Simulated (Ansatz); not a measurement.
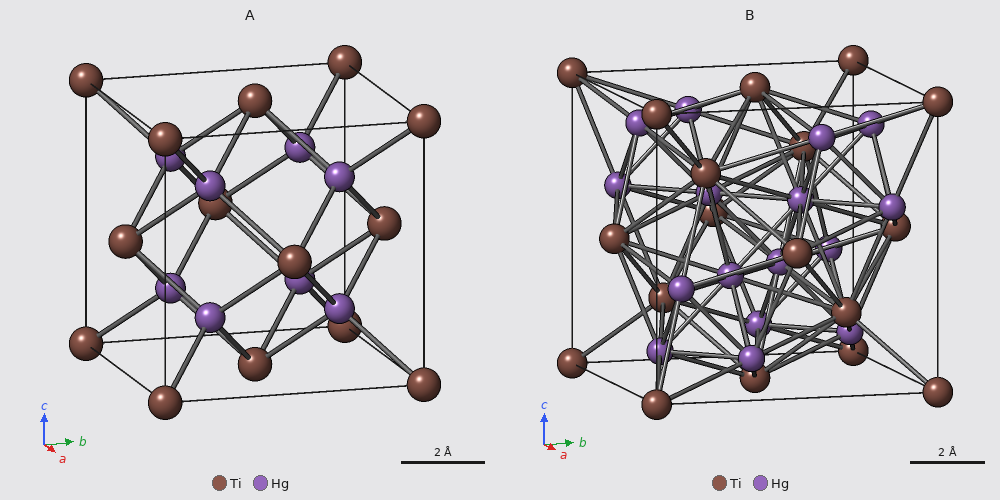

Two structures of TiHg2, each relaxed to rest (conventional cells in solid outline, small ones repeated, not to one scale). Method: Ansatz 0.2.0, DFT PBE, scalar-relativistic, plane waves, PAW, without spin polarisation.

**What are the two structures?**

A: fluorite (CaF₂ type), Fm-3m. B: cubic Laves phase (C15, MgCu₂ type), Fd-3m.

**A or B: which is lower in energy?**

A is lower, by 117 meV/atom at this level of theory (energies at zero smearing). Volumes: A 23.1, B 21.2 Å³/atom.

One or both may be structure types tried for this composition rather than known phases.
